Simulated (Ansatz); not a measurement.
BClH4NO (doublet)

Input

```
crystal:
  periodic: [false, false, false]
  atoms:
    - {symbol: B, position_ang: [-0.671873, 0.192189, -0.582292]}
    - {symbol: Cl, position_ang: [-1.568205, -1.179782, -1.513809]}
    - {symbol: "N", position_ang: [0.866785, 0.131613, -1.277006]}
    - {symbol: O, position_ang: [-0.585375, 0.122179, 0.776052]}
    - {symbol: H, position_ang: [1.478976, 0.811771, -0.821628]}
    - {symbol: H, position_ang: [0.843393, 0.318398, -2.281021]}
    - {symbol: H, position_ang: [1.266059, -0.800466, -1.145365]}
    - {symbol: H, position_ang: [-1.105291, 1.300267, -0.861548]}
basis:
  gaussian: {orbitals: def2-TZVPD}
magnetization: {spin_polarized: true, initial_magnetization: 1}
hamiltonian: {xc: pbe0}
output: {forces: true, orbitals: {seedname: orbitals}}
```

Launched as:

```sh
ansatz run input.yaml --threads 1 --pin off --max-ram 2610MiB --events-out events.jsonl --progress --plain --runs-dir runs
```

Geometry: B3LYP/6-31G*.

Computed with isolated molecule in a Gaussian basis; Kohn-Sham density functional theory, functional PBE0 in Ansatz.

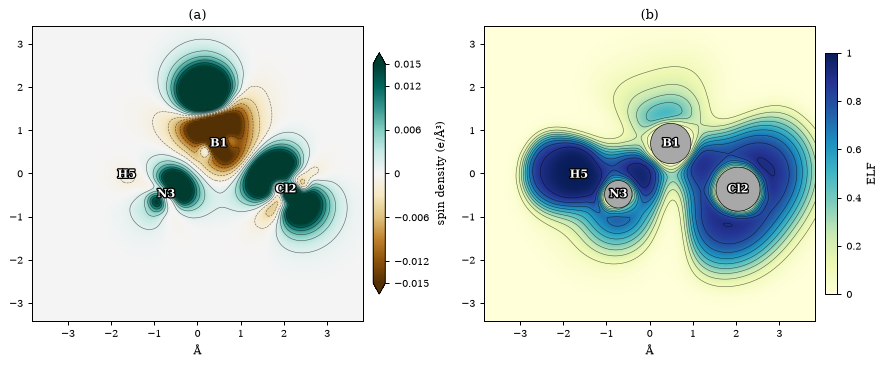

Figure 1. (a) spin density (α minus β); (b) electron localisation function on the plane of atoms B1, N3 and H5. Grey discs cover the atomic cores in the ELF map.

Question: Read the bonding off the picture.

Answer: Atoms in the plane: B, Cl, N and H.
B–N (1.69 Å): the ELF peaks at about 0.95 between the atoms: a polar covalent bond.
B–Cl (1.89 Å): the ELF peaks at about 0.90 between the atoms; a shared but strongly polarised pair.
N–H (1.02 Å): the ELF climbs to about 1 towards the hydrogen, as it does in any bond to H: an ordinary covalent bond to hydrogen.
The ELF also peaks beside Cl2, away from the bonds: non-bonding electrons, paired or unpaired.
The unpaired spin (1 electron) lies mostly on O4 (about 0.8) and H8 (about 0.1), in electrons by Hirshfeld's partition.

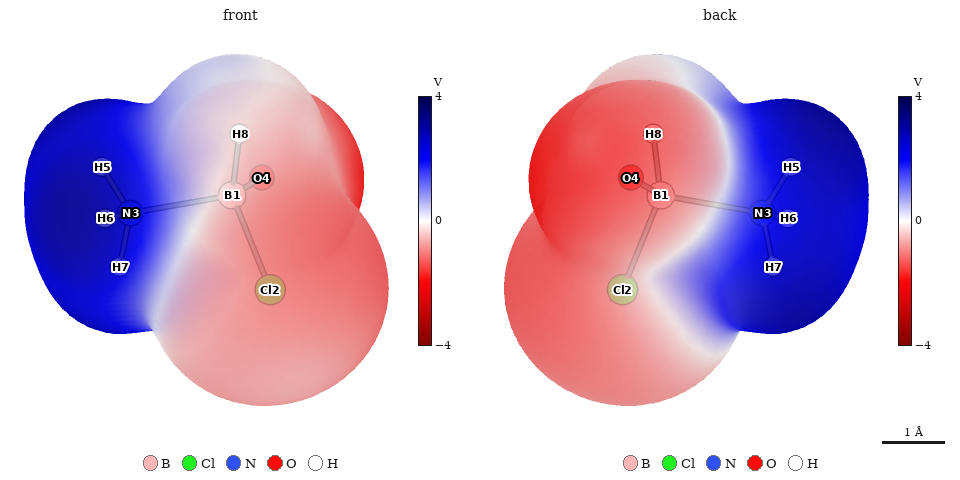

Figure 2. The molecular electrostatic potential painted on the density surface at 0.002 e/bohr³, seen from the front and from behind; red is negative and blue positive.

Question: Where is the surface potential most negative and most positive?

Answer: The most negative region (about −1.8 V, or −42 kcal/mol for a unit charge) lies over O4, the most positive (about +3.1 V, or +71 kcal/mol for a unit charge) over H5 and H6. O4 is the likeliest acceptor of a hydrogen bond.

Question: How polar is the molecule by this calculation?

Answer: Its dipole moment is 6.21 D.

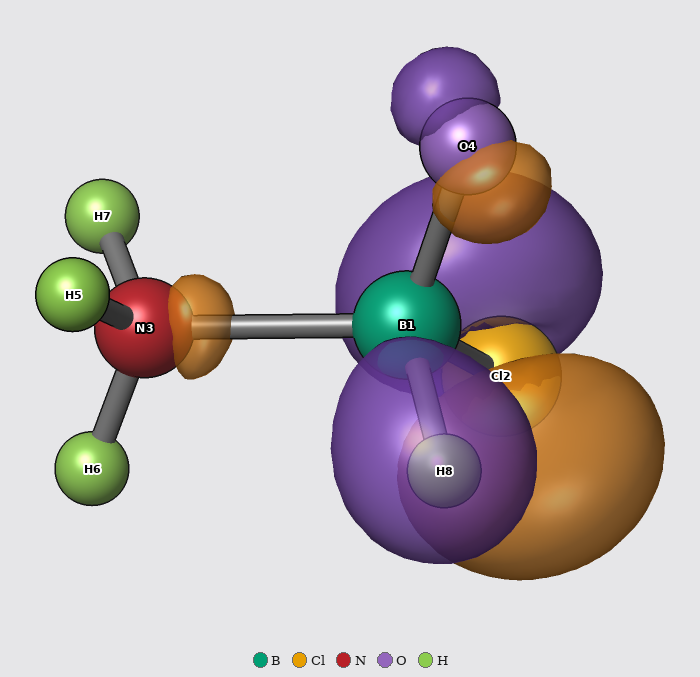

Figure 3. The HOMO (α) at ±0.2 Å⁻³ᐟ² (orange and purple are the two phases), seen from one side.

Question: What is the character of this orbital?

Answer: It lies mainly on Cl2 (about 65 %), H8 (about 15 %), B1 (about 10 %) and O4 (about 5 %). Its energy is −8.01 eV.
